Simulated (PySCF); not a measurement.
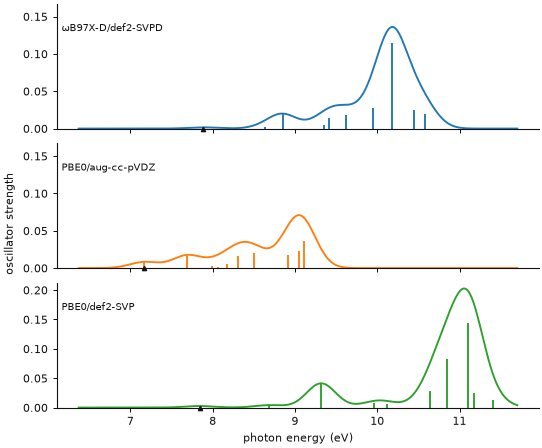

Vertical TDDFT spectra of C₃H₃F₃, SMILES F[C@H]1CC1(F)F at one geometry and several levels (PySCF, at a PBE0-D3(BJ)/def2-SVP geometry (no frequency check)); sticks with Gaussians of 1/e half-width 0.25 eV, the triangle marks S1, which has the same leading orbital pair at all these levels. Only the lowest states were computed, so the high end is incomplete.

Order the levels by their S1 energy.

Answer. From lowest to highest: PBE0/aug-cc-pVDZ 7.17 eV, PBE0/def2-SVP 7.84 eV, ωB97X-D/def2-SVPD 7.88 eV; a spread of 0.71 eV.

Limits of at least one run: core orbitals are frozen in the response; def2-SVP has no diffuse functions, so states with Rydberg character are missing or too high; states above the negative HOMO energy depend on the basis.
